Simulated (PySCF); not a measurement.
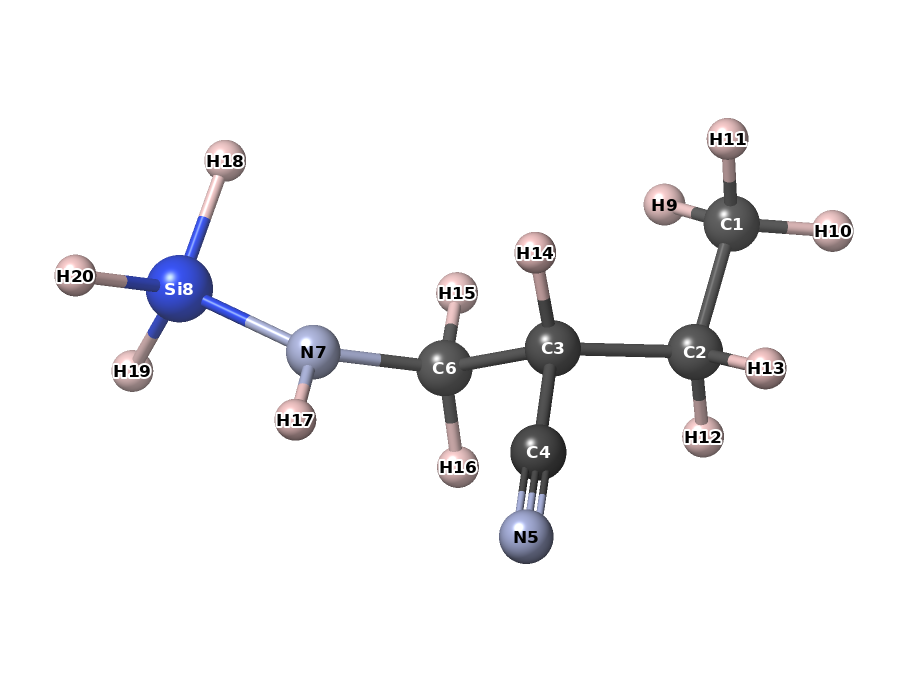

The computed structure is the end point of a GFN2-xTB optimisation. No frequency run is at hand to confirm it as a minimum. Electric field gradients from the ground-state density, PBE0/pcSseg-1 (PySCF 2.14.0), non-relativistic apart from any core potentials.

Give the largest field-gradient component, the quadrupole coupling constant and the asymmetry for 14N at N5 (Q = 20.44 mb), 14N at N7 (Q = 20.44 mb), 2H at H9 (Q = 2.86 mb), 2H at H10 (Q = 2.86 mb), 2H at H11 (Q = 2.86 mb), 2H at H12 (Q = 2.86 mb).

```json
{"atom": "N5", "V_zz (a.u.)": "−0.966", "e²qQ/h (MHz)": "−4.64", "η": "0.03"}
{"atom": "N7", "V_zz (a.u.)": "−1.046", "e²qQ/h (MHz)": "−5.03", "η": "0.38"}
{"atom": "H9", "V_zz (a.u.)": "0.315", "e²qQ/h (MHz)": "0.212", "η": "0.03"}
{"atom": "H10", "V_zz (a.u.)": "0.315", "e²qQ/h (MHz)": "0.212", "η": "0.02"}
{"atom": "H11", "V_zz (a.u.)": "0.313", "e²qQ/h (MHz)": "0.210", "η": "0.02"}
{"atom": "H12", "V_zz (a.u.)": "0.300", "e²qQ/h (MHz)": "0.201", "η": "0.03"}
```

The geometry is semi-empirical. Around Si such bond lengths and angles can be off by a tenth of an ångström or more and by several degrees, and values that hang on the shape move with them.
